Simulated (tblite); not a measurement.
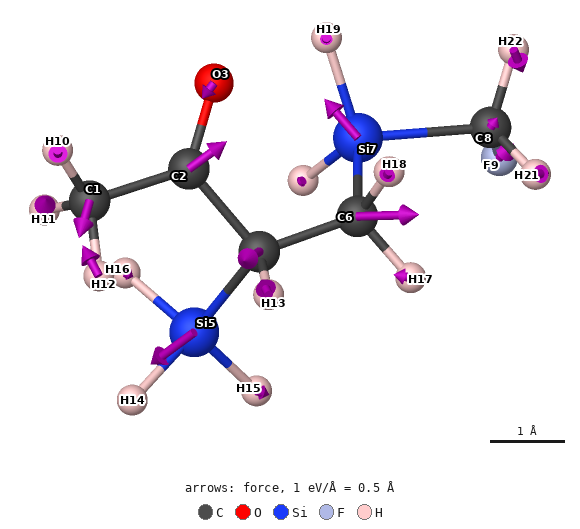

Starting geometry of C5H13FOSi2 with the computed forces as purple arrows. The picture is a ball-and-stick view, seen at a tilt.

Method: tblite 0.8.0, GFN2-xTB geometry optimisation, gas phase. 

**Is this structure relaxed? If not, where do the atoms go?**

It isn't relaxed: the largest force vector, on a C atom, is 1.90 eV/Å. The final displacements have little in common with the starting forces (cosine between the two patterns 0.13). The energy falls by 18.3 kcal/mol in 141 geometry steps. The atom that moves furthest after the best rigid fit is an H atom (1.08 Å). Largest moves by element: H 1.08 Å, F 0.96 Å, O 0.74 Å, Si 0.54 Å, C 0.26 Å. Some distances before and after: O–Si 3.015 → 2.324 Å, C–Si 1.845 → 1.933 Å, C–Si 1.854 → 1.913 Å, C–Si 1.881 → 1.935 Å. Among the angles between lasting bonds that change: C–Si–H 115.6° → 106.1°, H–C–H 114.2° → 107.5°, C–Si–H 108.8° → 115.4°. Groups turn about C–Si by about 60°, C–Si by about 25°, C–C by about 25°. The run took 2.6 s on 1 thread of Arm Neoverse N1, on a shared host.
